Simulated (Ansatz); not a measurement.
**CuNH (doublet): B2PLYP over vertical spin and charge gaps, def2-QZVPP**

Aim: run CuNH (doublet) with these functionals over vertical spin and charge gaps, and hold them against the top wave-function level at the same points.

Computed with Ansatz 0.2.0, Gaussian basis. Level: def2-QZVPP, all electrons in the functionals, frozen cores in the correlation of double hybrids and RPA.

The runs, in order: B2PLYP, at charge 0, doublet; charge 0, quartet; charge 1, singlet; charge 1, triplet.

2 further runs of the same task are left out: 2 set aside as unsound or not needed. Runs told in other sessions of the task aren't counted.

### 1 The system

The geometry is a PBE0/def2-TZVP stationary point (not a proven minimum).

3 atoms, charge 0, spin multiplicity 2.

Atoms are counted from 1 here; the program's logs count them from 0.

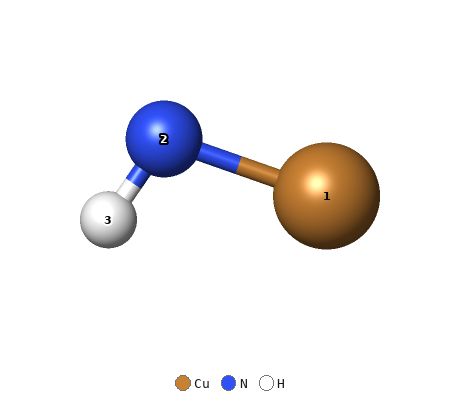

The geometry (copper orange, nitrogen blue, hydrogen white); atoms are numbered from 1 in the order of the file.

No dispersion term is added.

The geometry shown and the zero of energy belong to the point charge 0, doublet. The yardstick, UCCSD(T), and other wave-function levels (R restricted, U unrestricted, valence and pair active spaces) come from earlier runs.

### 2 B2PLYP, charge 0, doublet

in.yaml reads:

```yaml
crystal:
  periodic: [false, false, false]
  atoms:
    - {symbol: Cu, position_ang: [0.000000, 0.015641, 0.350073]}
    - {symbol: N, position_ang: [0.000000, -0.131422, -1.458118]}
    - {symbol: H, position_ang: [0.000000, 0.840171, -1.807978]}
basis:
  gaussian: {orbitals: "def2-QZVPP.json"}
magnetization: {spin_polarized: true, initial_magnetization: 1}
hamiltonian: {xc: {name: B2PLYP}}
correlation: {electrons: outside_noble_gas}
```

Run with:

```bash
> ansatz run in.yaml --threads 2 --pin off --events-out ev --progress --plain --max-ram 24576MiB --backend cuda --devices 0, --max-vram 18GiB
```

Standard output:

```text
Functional definition: B2PLYP
  name "B2PLYP"
  cite "Grimme, J. Chem. Phys. 124, 034108 (2006) doi:10.1063/1.2148954"
  cite "Becke, Phys. Rev. A 38, 3098 (1988) doi:10.1103/PhysRevA.38.3098"
  cite "Lee, Yang & Parr, Phys. Rev. B 37, 785 (1988) doi:10.1103/PhysRevB.37.785"
  parameter a = 0.53
  parameter c = 0.27
  exchange = (1 - a)*b88_x + a*exact_x
  correlation = (1 - c)*lyp_c + c*(mp2_os + mp2_ss)
1225 factors; integrals over basis functions are off by at most 1.0e-3 eV
mean field evaluation 1: about -46126.5202 eV, gradient 4.3e1 eV
mean field evaluation 2: about -46126.5706 eV, gradient 4.3e1 eV
mean field evaluation 4: about -46131.2021 eV, gradient 1.0e1 eV
mean field evaluation 8: about -46131.5635 eV, gradient 7.3e-1 eV
mean field evaluation 16: about -46131.5801 eV, gradient 1.9e-2 eV
mean field evaluation 32: about -46131.5801 eV, gradient 8.4e-6 eV
mean field -46131.58013417 eV, -1695.3043008227 hartree, gradient 8.4e-6 eV, S^2 0.780470; 4 other end points of the search recorded, 0 dependent functions left out
10 core orbitals not correlated: weight in the atoms' cores, before any rotation towards them, 1.000 or more for the frozen orbitals, at most 0.000 for the correlated occupied ones
reference -46131.58026540 eV, -1695.3043056452 hartree; 9, 8 occupied and 168, 169 virtual orbitals, 1225 factors
second order -24.75692254 eV of doubles, -0.00000000 eV of singles
Total energy: -46138.26463448 eV, -1695.5499516783 hartree
```

It took 12 s on 1 × H100 (card shared with other runs) with 2 threads of AMD EPYC 7R13, shared host; peak host memory 0.96 GiB.

From the report: ⟨S²⟩ of the determinant 0.780 (pure doublet: 0.75).

### 3 B2PLYP, charge 0, quartet

Edit in.yaml of step 2 so:

```diff
@@ -8,3 +8,3 @@
   gaussian: {orbitals: "def2-QZVPP.json"}
-magnetization: {spin_polarized: true, initial_magnetization: 1}
+magnetization: {spin_polarized: true, initial_magnetization: 3}
 hamiltonian: {xc: {name: B2PLYP}}
```

Launched as before.

Standard output, shortened:

```text
Functional definition: B2PLYP
  name "B2PLYP"
  cite "Grimme, J. Chem. Phys. 124, 034108 (2006) doi:10.1063/1.2148954"
  cite "Becke, Phys. Rev. A 38, 3098 (1988) doi:10.1103/PhysRevA.38.3098"
  cite "Lee, Yang & Parr, Phys. Rev. B 37, 785 (1988) doi:10.1103/PhysRevB.37.785"
[...]
1225 factors; integrals over basis functions are off by at most 1.0e-3 eV
[...]
mean field -46130.16226993 eV, -1695.2521952731 hartree, gradient 2.1e-6 eV, S^2 3.760834; 6 other end points of the search recorded, 0 dependent functions left out
10 core orbitals not correlated: weight in the atoms' cores, before any rotation towards them, 1.000 or more for the frozen orbitals, at most 0.000 for the correlated occupied ones
reference -46130.16239699 eV, -1695.2521999422 hartree; 10, 7 occupied and 167, 170 virtual orbitals, 1225 factors
second order -21.39316782 eV of doubles, -0.00000000 eV of singles
Total energy: -46135.93855230 eV, -1695.4644697346 hartree
```

It took 13 s on 1 × H100 (card shared with other runs) with 2 threads of AMD EPYC 7R13, shared host; peak host memory 0.97 GiB.

From the report: ⟨S²⟩ of the determinant 3.761 (pure quartet: 3.75).

From charge 0, doublet: +53.6 kcal/mol.

### 4 B2PLYP, charge 1, singlet

Edit in.yaml of step 3 so:

```diff
@@ -8,3 +8,4 @@
   gaussian: {orbitals: "def2-QZVPP.json"}
-magnetization: {spin_polarized: true, initial_magnetization: 3}
+total_charge: 1
+magnetization: {spin_polarized: true, initial_magnetization: 0}
 hamiltonian: {xc: {name: B2PLYP}}
```

The command is unchanged.

Standard output, shortened:

```text
Functional definition: B2PLYP
  name "B2PLYP"
  cite "Grimme, J. Chem. Phys. 124, 034108 (2006) doi:10.1063/1.2148954"
  cite "Becke, Phys. Rev. A 38, 3098 (1988) doi:10.1103/PhysRevA.38.3098"
  cite "Lee, Yang & Parr, Phys. Rev. B 37, 785 (1988) doi:10.1103/PhysRevB.37.785"
[...]
1225 factors; integrals over basis functions are off by at most 1.0e-3 eV
[...]
mean field -46123.16458818 eV, -1694.9950352117 hartree, gradient 3.8e-7 eV, S^2 0.967738; 5 other end points of the search recorded, 0 dependent functions left out
10 core orbitals not correlated: weight in the atoms' cores, before any rotation towards them, 1.000 or more for the frozen orbitals, at most 0.000 for the correlated occupied ones
reference -46123.16470040 eV, -1694.9950393358 hartree; 8, 8 occupied and 169, 169 virtual orbitals, 1225 factors
second order -22.06708231 eV of doubles, -0.00000000 eV of singles
Total energy: -46129.12281262 eV, -1695.2139959215 hartree
```

It took 17 s on 1 × H100 (card shared with other runs) with 2 threads of AMD EPYC 7R13, shared host; peak host memory 0.97 GiB.

From the report: ⟨S²⟩ of the determinant 0.968 (pure singlet: 0.00). The determinant of B2PLYP (⟨S²⟩ 0.97) is far from a pure spin state, so its energy mixes those of several spin states; that is harmless only where they are near-degenerate.

From charge 0, doublet: +210.8 kcal/mol.

### 5 B2PLYP, charge 1, triplet

Edit in.yaml of step 4 so:

```diff
@@ -9,3 +9,3 @@
 total_charge: 1
-magnetization: {spin_polarized: true, initial_magnetization: 0}
+magnetization: {spin_polarized: true, initial_magnetization: 2}
 hamiltonian: {xc: {name: B2PLYP}}
```

Launched as before.

Standard output, shortened:

```text
Functional definition: B2PLYP
  name "B2PLYP"
  cite "Grimme, J. Chem. Phys. 124, 034108 (2006) doi:10.1063/1.2148954"
  cite "Becke, Phys. Rev. A 38, 3098 (1988) doi:10.1103/PhysRevA.38.3098"
  cite "Lee, Yang & Parr, Phys. Rev. B 37, 785 (1988) doi:10.1103/PhysRevB.37.785"
[...]
1225 factors; integrals over basis functions are off by at most 1.0e-3 eV
[...]
mean field -46123.68379840 eV, -1695.0141158356 hartree, gradient 2.8e-6 eV, S^2 2.019232; 0 other end points of the search recorded, 0 dependent functions left out
10 core orbitals not correlated: weight in the atoms' cores, before any rotation towards them, 1.000 or more for the frozen orbitals, at most 0.000 for the correlated occupied ones
reference -46123.68391093 eV, -1695.0141199708 hartree; 9, 7 occupied and 168, 170 virtual orbitals, 1225 factors
second order -21.75803801 eV of doubles, -0.00000000 eV of singles
Total energy: -46129.55858119 eV, -1695.2300101210 hartree
```

Wall time 8 s (1 × H100 (card shared with other runs) with 2 threads of AMD EPYC 7R13, shared host); peak host memory 0.97 GiB.

From the report: ⟨S²⟩ of the determinant 2.019 (pure triplet: 2.00).

From charge 0, doublet: +200.8 kcal/mol.

### 6 Against the wave-function levels

No level is safe as a reference over these points; UCCSD(T) serves as a yardstick only. It comes from earlier runs at the same points. Energies in kcal/mol, counted from charge 0, doublet; blanks weren't run or aren't comparable.

```
   level  doublet to quartet  ionisation to the singlet cation  ionisation to the triplet cation
UCCSD(T)                43.2                                                               196.4
  B2PLYP                53.6                             210.8                             200.8
```

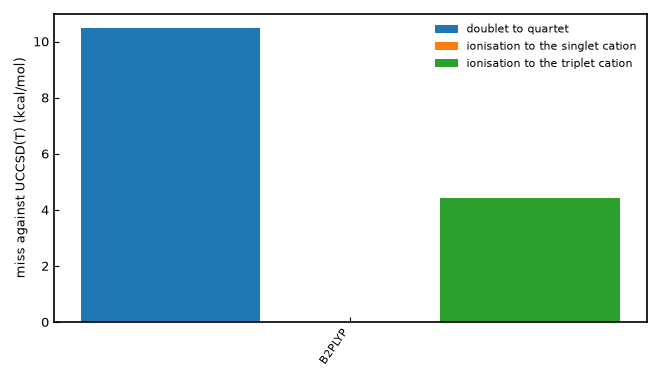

Misses of the gaps against UCCSD(T).

Largest miss and mean time a point (UCCSD(T) took 46 s a point; shared hosts):

```
 level  largest miss (kcal/mol)               where  time a point
B2PLYP                    +10.5  doublet to quartet          12 s
```

### 7 Outcome

```
                                  quantity                                value
              doublet to quartet, UCCSD(T)                        43.2 kcal/mol
ionisation to the triplet cation, UCCSD(T)                       196.4 kcal/mol
                      largest miss, B2PLYP  +10.5 kcal/mol (doublet to quartet)
```

Misses are known at 2 of 3 points at best, and only functionals with that many are ranked. B2PLYP strays by up to 10.5 kcal/mol, at doublet to quartet. B2PLYP clearly breaks the spin symmetry at some points (⟨S²⟩ up to 0.97 above the pure value), so energy there is bought with a mixed spin. Functionals and the yardstick converge differently with the basis, so part of each miss in def2-QZVPP is the basis. The yardstick itself may be off where one determinant is a poor start.
